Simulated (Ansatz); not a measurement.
CH6FGe2N: geometry relaxation (part 1 of 2)

CH6FGe2N, SMILES N[C]1(F)[GeH2][GeH2]1, computed with RKS PBE0/def2-SVP (Ansatz 0.2.0).

It belongs to a series of runs on one base structure; here: end point A relaxed. Figures and captions count atoms from 1; the log counts them from 0 in places.

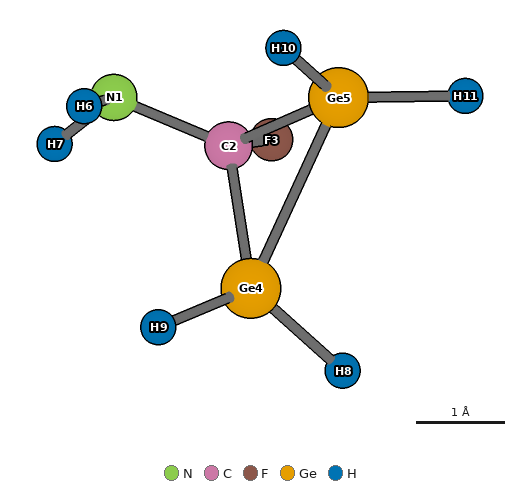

**Figure 1.** The starting structure (ball-and-stick view, seen at an oblique angle; atoms are numbered from 1 in the order of the input). Sticks mark near contacts.

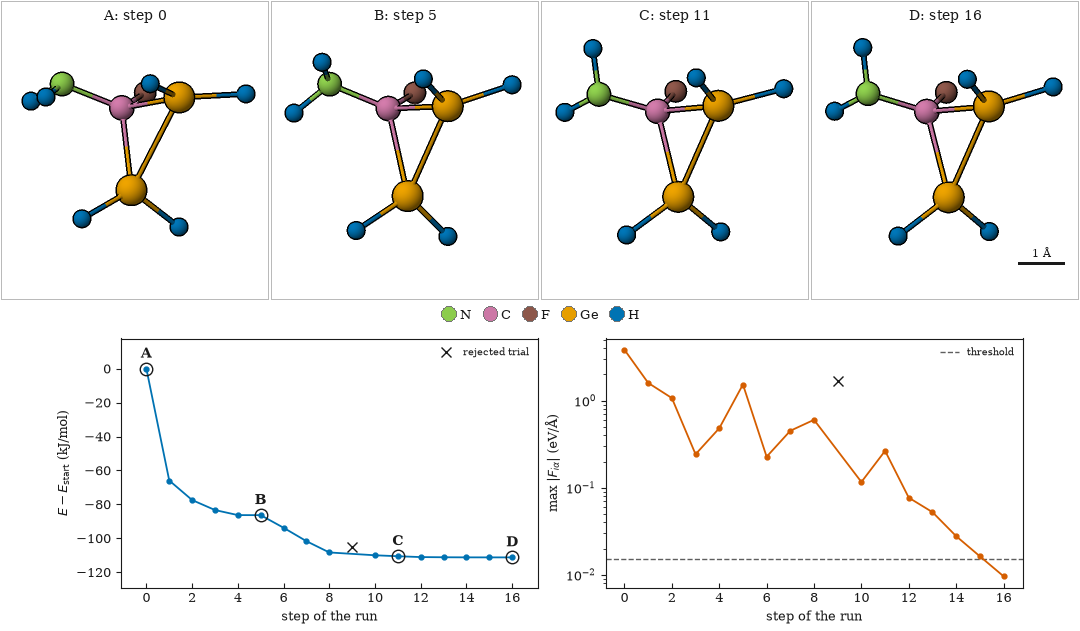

**Figure 2.** Frames of the relaxation (ball-and-stick view, seen at a tilt) above the curves, on which the letters mark them (the first geometry is step 0 here and step 1 in the log).

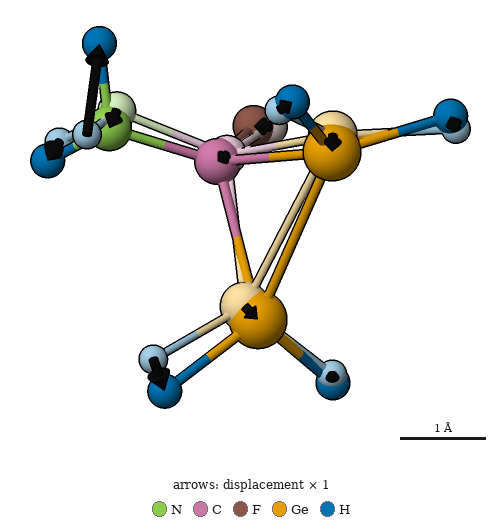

**Figure 3.** Start (faint) and end (solid) with the displacements as black arrows, at true length (ball-and-stick view, seen at a tilt). The two geometries are laid on each other by the best rigid fit. H6 moves most after the best rigid fit: 1.28 Å. By element the largest moves are H 1.28 Å, N 0.26 Å, Ge 0.24 Å, F 0.23 Å, C 0.17 Å. Distances before and after: C2–Ge4 1.901 → 2.005 Å, C2–Ge5 1.923 → 2.005 Å, Ge4–Ge5 2.447 → 2.383 Å, N1–C2 1.450 → 1.396 Å. Among the angles that change: Ge4–Ge5–H10 107.6° → 124.3°, H10–Ge5–H11 128.6° → 114.6°, H8–Ge4–H9 125.2° → 114.6°. Over 16 geometry steps the energy falls by 111.2 kJ/mol. The largest force component goes from 3.8 to 0.0096 eV/Å. The line search rejected the trial step at point 9 (counted from 0) and went back. (Atoms are counted from 1 in the order of the input.)

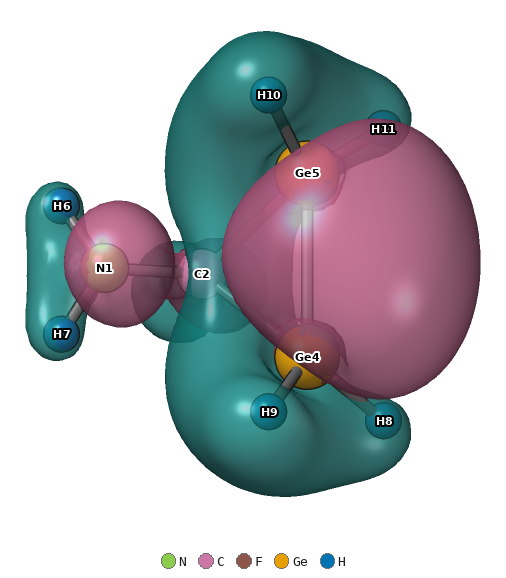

**Figure 4.** One frontier orbital at ±0.06 Å⁻³ᐟ² (teal and pink are the two phases), seen at a tilt. The HOMO, at −6.70 eV. Its weight (Hirshfeld) is mainly on Ge4 (35 %), Ge5 (35 %) and C2 (10 %).

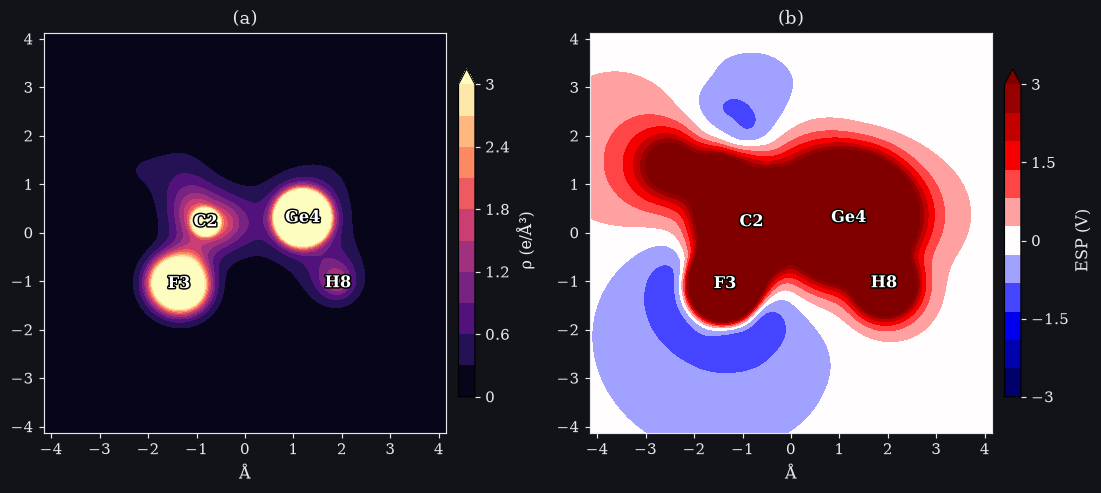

**Figure 5.** (a) electron density; (b) electrostatic potential on the plane of atoms F3, C2 and Ge4. The plane passes through C, F, Ge and H nuclei. C–Ge (2.01 Å): ρ is about 0.81 e/Å³ halfway.

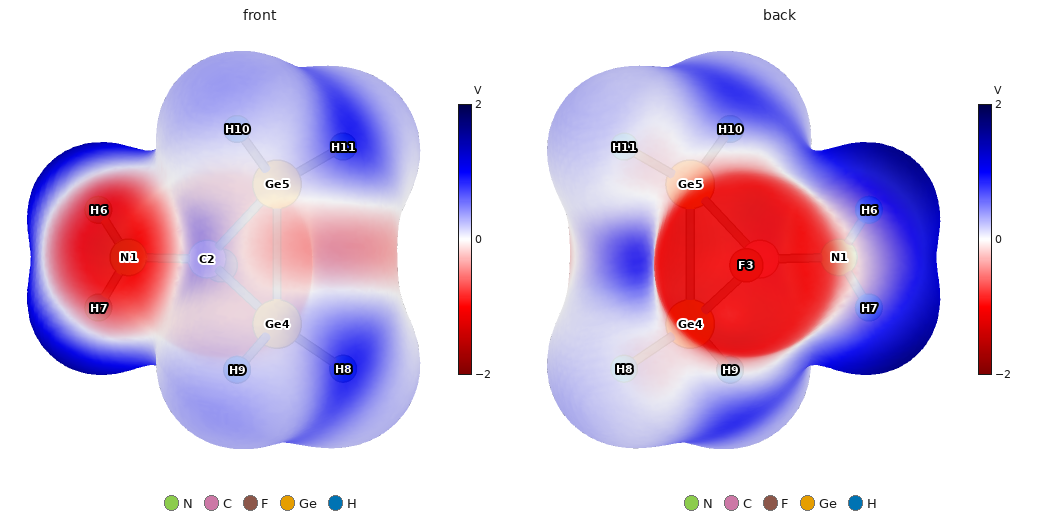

**Figure 6.** The electrostatic potential painted on the density surface at 0.002 e/bohr³, seen at a tilt and from behind; the colour scale runs from red (negative) to blue (positive). A positive charge is drawn to the negative regions and a negative charge to the positive ones.

The input and output of the run follow.

Input
```yaml
crystal:
  periodic: [false, false, false]
  atoms:
    - { symbol: "N", position_ang: [0.0945, 1.6578, 0.2857] }
    - { symbol: C, position_ang: [-0.494, 0.4706, -0.3023] }
    - { symbol: F, position_ang: [-1.6991, 0.6457, -1.0212] }
    - { symbol: Ge, position_ang: [-0.4046, -1.0216, 0.8721] }
    - { symbol: Ge, position_ang: [0.8131, -0.6085, -1.2104] }
    - { symbol: H, position_ang: [0.9108, 1.5025, 0.8198] }
    - { symbol: H, position_ang: [-0.6332, 2.0663, 0.9585] }
    - { symbol: H, position_ang: [-1.5348, -2.0841, 0.621] }
    - { symbol: H, position_ang: [0.4357, -0.9017, 2.1672] }
    - { symbol: H, position_ang: [2.2972, -0.3011, -0.8353] }
    - { symbol: H, position_ang: [0.2798, -1.483, -2.3346] }
basis:
  gaussian: { orbitals: def2-SVP }
hamiltonian:
  xc: pbe0
relax:
  f_tol: 0.015
  max_steps: 40
output:
  orbitals: {}
```

Command:
```bash
ansatz run input.yaml --threads 2 --pin off --max-ram 3072MiB --backend cpu --events-out ev --progress --plain --runs-dir out
```

Log
```
The last accepted step is kept in [file] (removed where the run ends without a failure and the disk answers)
Engine: ansatz 0.2.0, x86_64-unknown-linux-gnu
Functional definition: PBE0
  parameter a = 0.25
  parameter kappa = 0.804
  parameter beta = 0.06672455060314922
  exchange = (1 - a)*pbe_x(kappa = kappa, mu = beta*pi^2/3) + a*exact_x
  correlation = pbe_c(beta = beta)
1475 factors; integrals over basis functions are off by at most 3.1e-4 eV
mean field evaluation 1: about -118332.9805 eV, gradient 4.7e1 eV
mean field evaluation 2: about -118328.3570 eV, gradient 6.4e1 eV
mean field evaluation 4: about -118337.3043 eV, gradient 3.5e0 eV
mean field evaluation 8: about -118337.3511 eV, gradient 7.4e-2 eV
mean field evaluation 16: about -118337.3511 eV, gradient 3.7e-5 eV
mean field -118337.35109204 eV, -4348.8174406951 hartree, gradient 3.7e-5 eV, S^2 0.000000; 0 other end points of the search recorded, 0 dependent functions left out
the calculation of the forces begins
reference -118337.35112023 eV, -4348.8174417309 hartree; 46, 46 occupied and 90, 90 virtual orbitals, 1475 factors
relax step   1: F+E_penalty+E_count = -118337.35109204 eV  Δ(F+E_penalty+E_count) = +0.000e0 eV  max|allowed force component| = 3.838e0 eV/Å  Δτ_max = 0.0000 Å  (27 SCF iters, accepted)
these checks for a lower state are left out or cut short: starts, cluster_reference, orbital_swaps, neighbouring_geometries, increment
1475 factors; integrals over basis functions are off by at most 3.8e-4 eV
mean field -118338.03426607 eV, -4348.8425468774 hartree, gradient 2.2e-5 eV, S^2 0.000000; 0 other end points of the search recorded, 0 dependent functions left out
[... from here on the field's lines of each further geometry are left out, up to the last ...]
relax step   2: F+E_penalty+E_count = -118338.03426607 eV  Δ(F+E_penalty+E_count) = -6.832e-1 eV  max|allowed force component| = 1.600e0 eV/Å  Δτ_max = 0.1949 Å  (29 SCF iters, accepted)
relax step   3: F+E_penalty+E_count = -118338.15351652 eV  Δ(F+E_penalty+E_count) = -1.193e-1 eV  max|allowed force component| = 1.072e0 eV/Å  Δτ_max = 0.2000 Å  (30 SCF iters, accepted)
relax step   4: F+E_penalty+E_count = -118338.21463293 eV  Δ(F+E_penalty+E_count) = -6.112e-2 eV  max|allowed force component| = 2.424e-1 eV/Å  Δτ_max = 0.0925 Å  (30 SCF iters, accepted)
relax step   5: F+E_penalty+E_count = -118338.24554510 eV  Δ(F+E_penalty+E_count) = -3.091e-2 eV  max|allowed force component| = 4.821e-1 eV/Å  Δτ_max = 0.2000 Å  (29 SCF iters, accepted)
relax step   6: F+E_penalty+E_count = -118338.24593995 eV  Δ(F+E_penalty+E_count) = -3.948e-4 eV  max|allowed force component| = 1.534e0 eV/Å  Δτ_max = 0.1960 Å  (29 SCF iters, accepted)
relax step   7: F+E_penalty+E_count = -118338.32285939 eV  Δ(F+E_penalty+E_count) = -7.692e-2 eV  max|allowed force component| = 2.270e-1 eV/Å  Δτ_max = 0.2000 Å  (29 SCF iters, accepted)
relax step   8: F+E_penalty+E_count = -118338.40476327 eV  Δ(F+E_penalty+E_count) = -8.190e-2 eV  max|allowed force component| = 4.511e-1 eV/Å  Δτ_max = 0.1693 Å  (29 SCF iters, accepted)
relax step   9: F+E_penalty+E_count = -118338.47376060 eV  Δ(F+E_penalty+E_count) = -6.900e-2 eV  max|allowed force component| = 6.027e-1 eV/Å  Δτ_max = 0.1302 Å  (29 SCF iters, accepted)
relax step  10: F+E_penalty+E_count = -118338.43748666 eV  Δ(F+E_penalty+E_count) = +3.627e-2 eV  max|allowed force component| = 1.667e0 eV/Å  Δτ_max = 0.1602 Å  (29 SCF iters, rejected (line search))
relax step  11: F+E_penalty+E_count = -118338.49107043 eV  Δ(F+E_penalty+E_count) = -1.731e-2 eV  max|allowed force component| = 1.163e-1 eV/Å  Δτ_max = 0.0799 Å  (29 SCF iters, accepted)
relax step  12: F+E_penalty+E_count = -118338.49686500 eV  Δ(F+E_penalty+E_count) = -5.795e-3 eV  max|allowed force component| = 2.651e-1 eV/Å  Δτ_max = 0.0492 Å  (30 SCF iters, accepted)
relax step  13: F+E_penalty+E_count = -118338.50205225 eV  Δ(F+E_penalty+E_count) = -5.187e-3 eV  max|allowed force component| = 7.681e-2 eV/Å  Δτ_max = 0.0210 Å  (30 SCF iters, accepted)
relax step  14: F+E_penalty+E_count = -118338.50319361 eV  Δ(F+E_penalty+E_count) = -1.141e-3 eV  max|allowed force component| = 5.240e-2 eV/Å  Δτ_max = 0.0492 Å  (29 SCF iters, accepted)
relax step  15: F+E_penalty+E_count = -118338.50378087 eV  Δ(F+E_penalty+E_count) = -5.873e-4 eV  max|allowed force component| = 2.777e-2 eV/Å  Δτ_max = 0.0057 Å  (24 SCF iters, accepted)
relax step  16: F+E_penalty+E_count = -118338.50392898 eV  Δ(F+E_penalty+E_count) = -1.481e-4 eV  max|allowed force component| = 1.631e-2 eV/Å  Δτ_max = 0.0090 Å  (24 SCF iters, accepted)
the calculation of the forces begins
reference -118338.50398738 eV, -4348.8598088173 hartree; 46, 46 occupied and 90, 90 virtual orbitals, 1475 factors
relax step  17: F+E_penalty+E_count = -118338.50395755 eV  Δ(F+E_penalty+E_count) = -2.857e-5 eV  max|allowed force component| = 9.614e-3 eV/Å  Δτ_max = 0.0059 Å  (24 SCF iters, accepted)
1475 factors; integrals over basis functions are off by at most 5.7e-4 eV
mean field evaluation 128: about -118338.5040 eV, gradient 2.3e-5 eV
mean field -118338.50395755 eV, -4348.8598077211 hartree, gradient 2.3e-5 eV, S^2 0.000000; 1 other end points of the search recorded, 0 dependent functions left out
the calculation of the forces begins
reference -118338.50398738 eV, -4348.8598088173 hartree; 46, 46 occupied and 90, 90 virtual orbitals, 1475 factors
Total energy: -118338.50398738 eV, -4348.8598088173 hartree
Atom 0 at     0.188347     1.548586     0.507319 Å, force     0.001530     0.006314     0.002820 eV/Å
Atom 1 at    -0.395286     0.474056    -0.165845 Å, force    -0.003290    -0.005286    -0.003932 eV/Å
Atom 2 at    -1.537899     0.772924    -0.901829 Å, force     0.002229    -0.002107     0.001157 eV/Å
Atom 3 at    -0.444747    -1.241497     0.871415 Å, force     0.007404     0.002329    -0.008499 eV/Å
Atom 4 at     0.905527    -0.779098    -1.037036 Å, force    -0.005442    -0.002089     0.009614 eV/Å
Atom 5 at     0.537982     2.279949    -0.109052 Å, force    -0.000715    -0.001844     0.001269 eV/Å
Atom 6 at    -0.406597     1.956576     1.226091 Å, force     0.001261    -0.001023    -0.001464 eV/Å
Atom 7 at    -1.688014    -2.112703     0.659567 Å, force     0.000616     0.002007    -0.001264 eV/Å
Atom 8 at     0.058691    -1.188223     2.318838 Å, force     0.000032     0.000645    -0.002214 eV/Å
Atom 9 at     2.387508    -0.390601    -0.972744 Å, force    -0.002201    -0.000128     0.000940 eV/Å
Atom 10 at     0.459888    -1.377070    -2.376224 Å, force    -0.001425     0.001183     0.001574 eV/Å
Dipole moment:     0.144864     0.161812     0.141731 e Å
```

Trajectory as extended XYZ (Å, eV, eV/Å), 17 frames, from step=1 to step=17
```
11
Properties=species:S:1:pos:R:3:forces:R:3 step=1 energy=-118337.35109
N     0.0945    1.6578    0.2857   -3.8381   1.7449  -0.4002
C    -0.4940    0.4706   -0.3023   -0.4946   1.7448  -0.1799
F    -1.6991    0.6457   -1.0212    1.4148   0.4989   0.9799
Ge   -0.4046   -1.0216    0.8721   -0.4220  -2.2729   0.0427
Ge    0.8131   -0.6085   -1.2104    0.8853  -0.9722   0.4670
H     0.9108    1.5025    0.8198    1.2318  -0.5122   0.5125
H    -0.6332    2.0663    0.9585    1.4032  -0.6442  -1.0003
H    -1.5348   -2.0841    0.6210    0.4696   0.2923   0.5135
H     0.4357   -0.9017    2.1672   -0.4613   0.0550  -0.1582
H     2.2972   -0.3011   -0.8353   -0.4617   0.0062  -0.6002
H     0.2798   -1.4830   -2.3346    0.2730   0.0595  -0.1768
```
